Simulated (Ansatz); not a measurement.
H$_{2}$O and related structures: several calculations on one system

Part 1: Relaxation

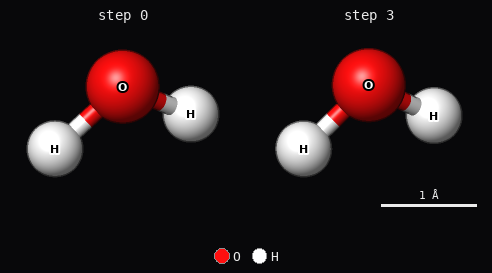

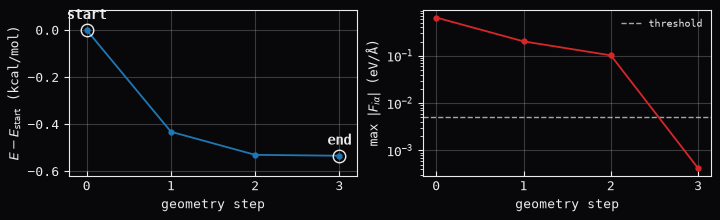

First and last geometry of a relaxation of H2O, with the history of the run. A ball-and-stick model, seen from a free direction.

It is one of the separated products of a reaction.

Method: RKS PBE0-D4/def2-TZVP (Ansatz 0.2.0). Set-up: force threshold 0.005 eV/Å; at most 200 steps.

Did the run converge, and what did it change?

Answer. It converged. The largest move after the best rigid fit is that of an H atom, 0.034 Å. By element the largest moves are H 0.034 Å, O 0.018 Å. Near-neighbour distances that change, for instance: H–O 0.967 → 0.960 Å. Bond angles that change, for instance: H–O–H 110.0° → 105.0°. The energy falls by 0.53 kcal/mol in 3 geometry steps. Largest force component: 0.65 eV/Å at the start, 0.00042 eV/Å at the end. Cost: 0.55 s on 4 threads of Arm Neoverse V2 (shared host).

```tsv
step	E − E(0), kcal/mol	largest force component, eV/Å
0	0.00	0.6461
1	-0.43	0.2025
2	-0.53	0.1024
3	-0.53	0.0004
```

Part 2: Relaxation

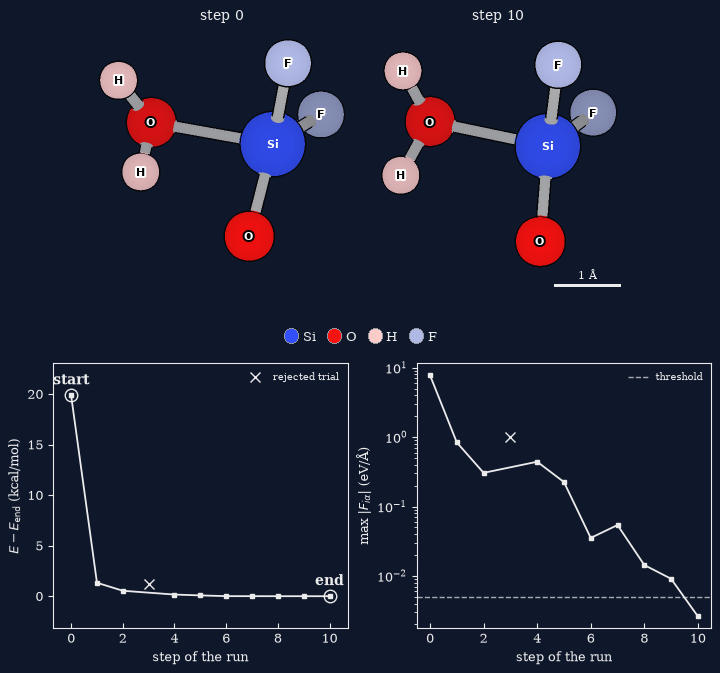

First and last geometry of a relaxation of SiH2O2F2 (started from a transition state, displaced along its imaginary mode), with the history of the run. Style: ball-and-stick. Shown face on.

Method: RKS PBE0-D4/def2-TZVP (Ansatz 0.2.0).

Input
```yaml
crystal:
  periodic: [false, false, false]
  atoms:
    - {symbol: Si, position_ang: [-0.622861, 0.030170, 0.527113]}
    - {symbol: O, position_ang: [0.954407, -0.282075, -0.542647]}
    - {symbol: O, position_ang: [-1.439250, -0.785195, -0.432751]}
    - {symbol: H, position_ang: [0.445973, -0.654267, -1.085471]}
    - {symbol: F, position_ang: [-0.585190, 1.619752, 0.586974]}
    - {symbol: F, position_ang: [-0.094825, -0.404286, 1.951743]}
    - {symbol: H, position_ang: [1.341745, 0.475900, -1.004861]}
basis:
  gaussian: {orbitals: def2-TZVP}
hamiltonian: {xc: pbe0, dispersion: d4}
relax: {f_tol: 0.005, max_steps: 200}
```

Launched with:
```bash
ansatz run in.yaml --threads 4 --pin off --events-out ev --progress --plain --max-ram 9574MiB
```

**Did the run converge, and what did it change?**

It converged. Over 9 accepted moves (10 points after the start) the energy falls by 19.9 kcal/mol. Largest force component: 7.8 eV/Å at the start, 0.0026 eV/Å at the end. The line search rejected the trial step at point 3 of the run. The largest moves after the best rigid fit, 0.25 Å, are those of O3 and H4. By element the largest moves are H 0.25 Å, O 0.24 Å, F 0.09 Å, Si 0.03 Å. Near-neighbour distances that change, for instance: O2–H4 0.832 → 0.972 Å, Si1–O2 1.931 → 1.880 Å, Si1–O3 1.501 → 1.514 Å. Among the angles between lasting bonds that change: Si1–O2–H4 86.3° → 101.2°, O2–Si1–O3 90.1° → 100.8°, O2–Si1–F5 99.4° → 95.3°. The run took 19 s on 4 threads of Arm Neoverse V2, with other jobs on the host.

Part 3: Reaction

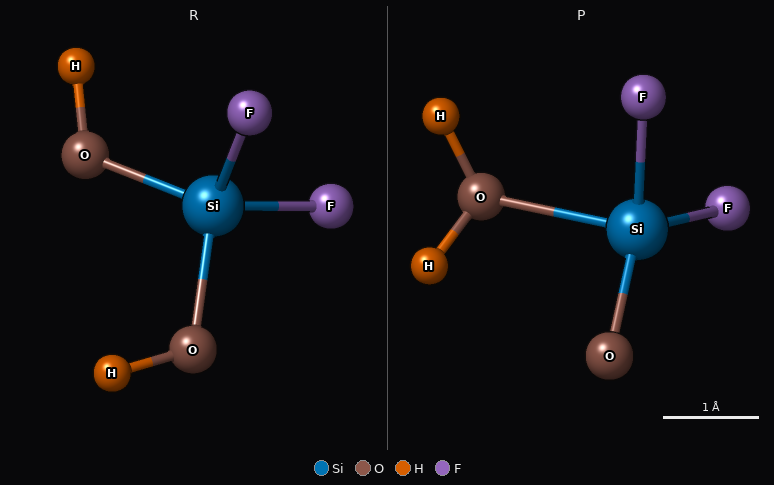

Reactant (R) and product (P) of one elementary step of SiH2O2F2. The picture is a ball-and-stick view, seen face on.

Stationary points at PBE0-D4/def2-TZVP, single-point energies with CCSD(T)/CBS (def2-TZVPP where no basis is named; Ansatz 0.2.0). The energies are electronic, without zero-point or thermal terms, and both ends are the minima reached downhill from the saddle, with any fragments still in contact. CCSD(T)/CBS stands for a frozen-core estimate: MP2 correlation extrapolated from def2-TZVPP and def2-QZVPP, CCSD(T) minus MP2 from the smaller set.

Predict the saddle point between them and the barrier.

Answer. From R over the saddle to P, a bond forms: H–O (2.81 → 1.09 → 0.97 Å). A bond breaks: H–O (0.96 → 1.54 → 2.42 Å). Bonds that stay but change much: O–Si (1.62 → 1.81 → 1.88 Å). The saddle has one imaginary mode, 795i cm⁻¹. With CCSD(T)/CBS the barrier is 57.4 kcal/mol from R and 5.1 kcal/mol from P, and P lies 52.2 kcal/mol above R.

The saddle point in the same view, with dashed sticks for the bonds that form or break:

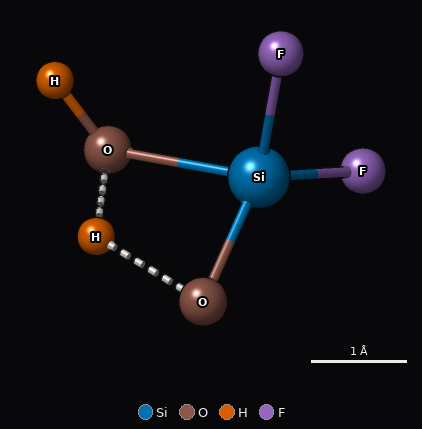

Part 4: Reaction

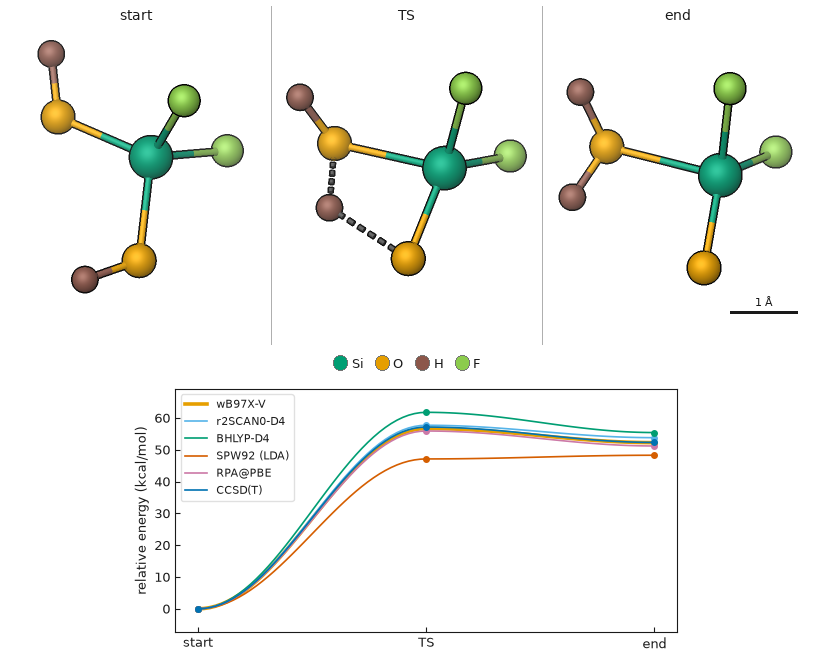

A reaction step of SiH$_{2}$O$_{2}$F$_{2}$, with its energy diagram. The picture is a ball-and-stick view, seen face on. Dashed sticks mark bonds that form or break.

Stationary points at PBE0-D4/def2-TZVP, single-point energies with wB97X-V, r2SCAN0-D4, BHLYP-D4, SPW92 (LDA), RPA@PBE, CCSD(T) (def2-TZVPP where no basis is named; Ansatz 0.2.0). The energies are electronic, without zero-point or thermal terms, and both ends are the minima reached downhill from the saddle, with any fragments still in contact.

Question: What happens, and what does it cost?

Answer: From the start over the saddle to the end, a bond forms: H–O (2.81 → 1.09 → 0.97 Å). A bond breaks: H–O (0.96 → 1.54 → 2.42 Å). Bonds that stay but change much: O–Si (1.62 → 1.81 → 1.88 Å). The saddle has one imaginary mode, 795i cm⁻¹. With wB97X-V the barrier is 56.7 kcal/mol from the start and 4.4 kcal/mol from the end, and the end lies 52.3 kcal/mol above the start.

```csv
level,barrier from the start (kcal/mol),barrier from the end (kcal/mol),the end less the start (kcal/mol)
wB97X-V,56.7,4.4,52.3
r2SCAN0-D4,57.7,3.9,53.8
BHLYP-D4,61.8,6.4,55.4
SPW92 (LDA),47.1,−1.2,48.3
RPA@PBE,55.9,4.7,51.2
CCSD(T),57.1,4.8,52.3
```
